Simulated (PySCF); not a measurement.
The calculation's input:

```
{"job": {"kind": "uv", "xc": "PBE0", "basis": "def2-SVPD", "nstates": 6, "ntriplets": 2}, "charge": 0, "multiplicity": 1}
B      2.715501    -1.029999    -0.188614
O      1.777098    -0.134920    -0.210158
B      0.831280     0.779310    -0.222896
N     -0.551160     0.413386    -0.204348
Si    -0.918859    -1.299405    -0.153060
Si    -1.796051     1.628532    -0.357428
H      3.147805    -1.453538    -1.205157
H      3.144512    -1.407432     0.847368
H      1.143901     1.915706    -0.251225
H     -2.369054    -1.399435     0.009522
H     -0.504952    -1.931167    -1.410638
H     -0.237220    -1.908429     0.991384
H     -2.949887     1.163096     0.412930
H     -2.143050     1.784830    -1.775984
H     -1.294278     2.887455     0.190736
```

Launched as:

```sh
OMP_NUM_THREADS=1 python probes_run.py task.json out
```

Geometry: GFN2-xTB.

All numbers below come from PBE0/def2-SVPD, SCF density, gas phase in PySCF 2.14.0.

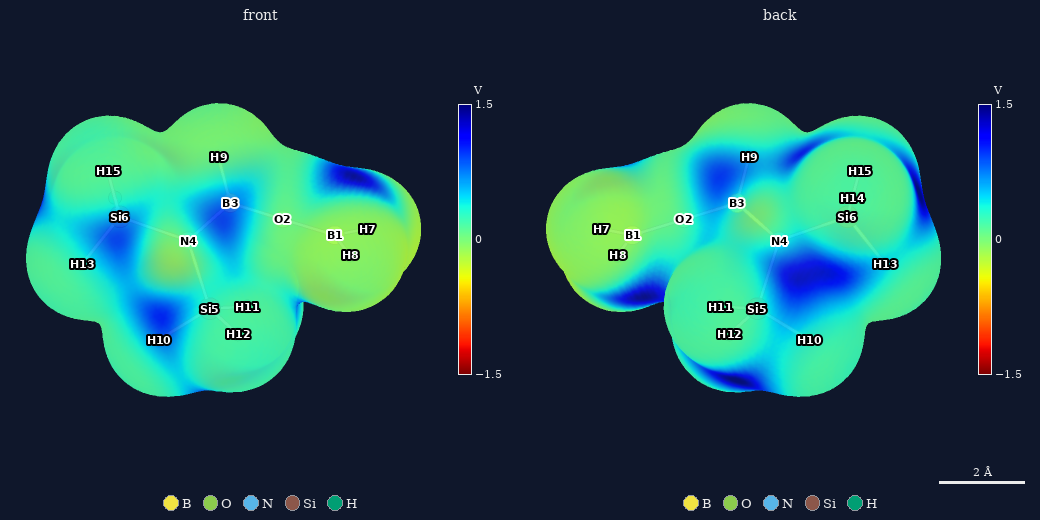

B2H9NOSi2 (SMILES BOBN([SiH3])[SiH3]). The electrostatic potential painted on the density surface at 0.002 e/bohr³, seen from the front and from behind; the colour scale runs from red (negative) to blue (positive).

**Which sites attract a positive test charge, and which a negative one?**

A positive charge is drawn to the negative regions and a negative charge to the positive ones. The most negative region (about −0.2 V) lies over H7 and H8, the most positive (about +1.4 V) over B1, Si5 and Si6.

**What dipole moment does the calculation give?**

Its dipole moment is 0.73 D.
